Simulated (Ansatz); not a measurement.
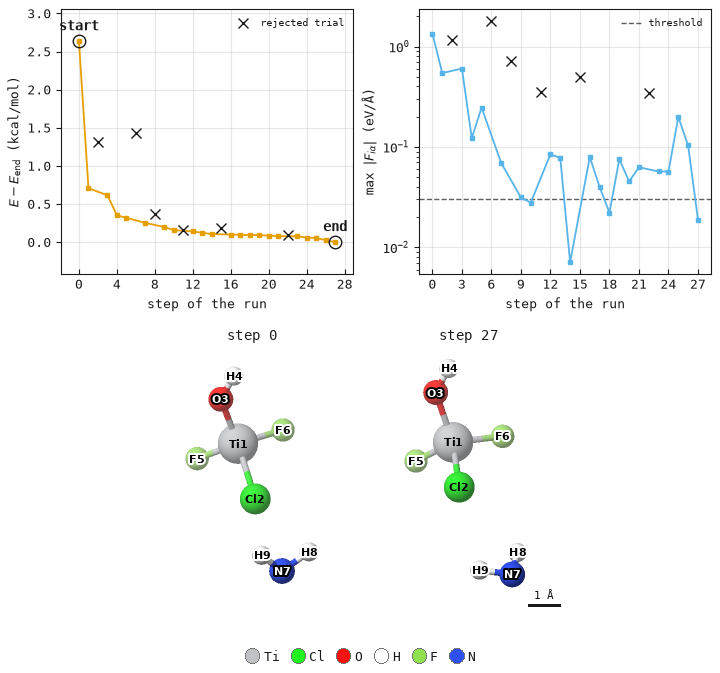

First and last geometry of a relaxation of TiNH3OClF2 (multiplicity 2), with the history of the run. The picture is a ball-and-stick view, seen from a free direction.

The run prepares an end point of a later path (reaction) calculation, from a guessed geometry.

Theory: UKS PBE/def2-SVP in Ansatz. (collinear spin; force threshold 0.03 eV/Å; at most 50 steps)

Question: Did the run converge, and what did it change?

Answer: It converged. Cl2 moves most after the best rigid fit: 0.64 Å. By element the largest moves are Cl 0.64 Å, N 0.59 Å, H 0.54 Å, F 0.35 Å, O 0.31 Å, Ti 0.12 Å. Some distances before and after: Ti1–Cl2 2.329 → 2.216 Å. After 21 accepted moves (27 points after the start) the energy has fallen by 2.63 kcal/mol. The largest force component goes from 1.3 to 0.019 eV/Å. The line search rejected the trial steps at points 2, 6, 8, 11, 15, 22 of the run. The forces were under the threshold at step 10, but the run went on from there.

```json
{"step": "0", "E − E(0), kcal/mol": "0.00", "largest force component, eV/Å": "1.3426", "note": ""}
{"step": "1", "E − E(0), kcal/mol": "-1.93", "largest force component, eV/Å": "0.5443", "note": ""}
{"step": "2", "E − E(0), kcal/mol": "-1.32", "largest force component, eV/Å": "1.1696", "note": "rejected"}
{"step": "3", "E − E(0), kcal/mol": "-2.02", "largest force component, eV/Å": "0.6036", "note": ""}
{"step": "4", "E − E(0), kcal/mol": "-2.28", "largest force component, eV/Å": "0.1227", "note": ""}
{"step": "5", "E − E(0), kcal/mol": "-2.31", "largest force component, eV/Å": "0.2463", "note": ""}
{"step": "6", "E − E(0), kcal/mol": "-1.20", "largest force component, eV/Å": "1.7845", "note": "rejected"}
{"step": "7", "E − E(0), kcal/mol": "-2.38", "largest force component, eV/Å": "0.0689", "note": ""}
{"step": "8", "E − E(0), kcal/mol": "-2.26", "largest force component, eV/Å": "0.7141", "note": "rejected"}
{"step": "9", "E − E(0), kcal/mol": "-2.44", "largest force component, eV/Å": "0.0314", "note": ""}
{"step": "10", "E − E(0), kcal/mol": "-2.48", "largest force component, eV/Å": "0.0279", "note": ""}
{"step": "11", "E − E(0), kcal/mol": "-2.47", "largest force component, eV/Å": "0.3521", "note": "rejected"}
{"step": "12", "E − E(0), kcal/mol": "-2.49", "largest force component, eV/Å": "0.0848", "note": ""}
{"step": "13", "E − E(0), kcal/mol": "-2.51", "largest force component, eV/Å": "0.0775", "note": ""}
{"step": "14", "E − E(0), kcal/mol": "-2.53", "largest force component, eV/Å": "0.0071", "note": ""}
{"step": "15", "E − E(0), kcal/mol": "-2.44", "largest force component, eV/Å": "0.4950", "note": "rejected"}
{"step": "16", "E − E(0), kcal/mol": "-2.53", "largest force component, eV/Å": "0.0794", "note": ""}
{"step": "17", "E − E(0), kcal/mol": "-2.54", "largest force component, eV/Å": "0.0398", "note": ""}
{"step": "18", "E − E(0), kcal/mol": "-2.54", "largest force component, eV/Å": "0.0222", "note": ""}
{"step": "19", "E − E(0), kcal/mol": "-2.54", "largest force component, eV/Å": "0.0755", "note": ""}
{"step": "20", "E − E(0), kcal/mol": "-2.55", "largest force component, eV/Å": "0.0453", "note": ""}
{"step": "21", "E − E(0), kcal/mol": "-2.55", "largest force component, eV/Å": "0.0628", "note": ""}
{"step": "22", "E − E(0), kcal/mol": "-2.53", "largest force component, eV/Å": "0.3474", "note": "rejected"}
{"step": "23", "E − E(0), kcal/mol": "-2.56", "largest force component, eV/Å": "0.0569", "note": ""}
{"step": "24", "E − E(0), kcal/mol": "-2.57", "largest force component, eV/Å": "0.0569", "note": ""}
{"step": "25", "E − E(0), kcal/mol": "-2.58", "largest force component, eV/Å": "0.1986", "note": ""}
{"step": "26", "E − E(0), kcal/mol": "-2.61", "largest force component, eV/Å": "0.1035", "note": ""}
{"step": "27", "E − E(0), kcal/mol": "-2.63", "largest force component, eV/Å": "0.0188", "note": ""}
```

Limits of the set-up: the start holds two separate molecules, 2.9 Å apart at their closest, whose relative position is a soft coordinate and is computed without a dispersion correction.
